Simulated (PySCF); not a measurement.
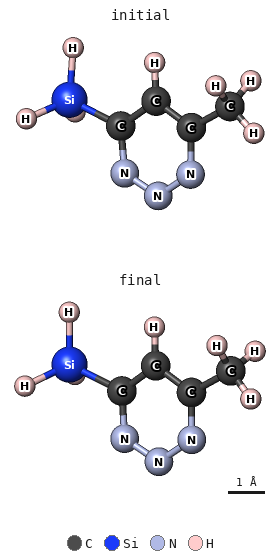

The structure of C₄H₇N₃Si before (top) and after (bottom) a relaxation, at one scale.

Style: ball-and-stick. Shown at a tilt.

The start comes from GFN2-xTB. Its atoms were then displaced at random by about 0.01 Å.

Level of theory: PBE0-D3(BJ)/def2-SVP geometry optimisation, gas phase (PySCF 2.14.0, density-fitted response routines). 

Q: Describe what moved and what it gained.

A: An H atom moves most after the best rigid fit: 0.20 Å. Largest moves by element: H 0.20 Å, C 0.04 Å, N 0.04 Å, Si 0.01 Å. Near-neighbour distances that change, for instance: H–Si 1.437 → 1.490 Å, C–C 1.432 → 1.388 Å, C–Si 1.860 → 1.896 Å, C–C 1.461 → 1.493 Å. Among the angles between lasting bonds that change: C–C–N 116.4° → 120.3°, C–C–H 119.1° → 122.1°, H–Si–H 113.1° → 110.3°. Over 5 geometry steps the energy falls by 4.93 kcal/mol.
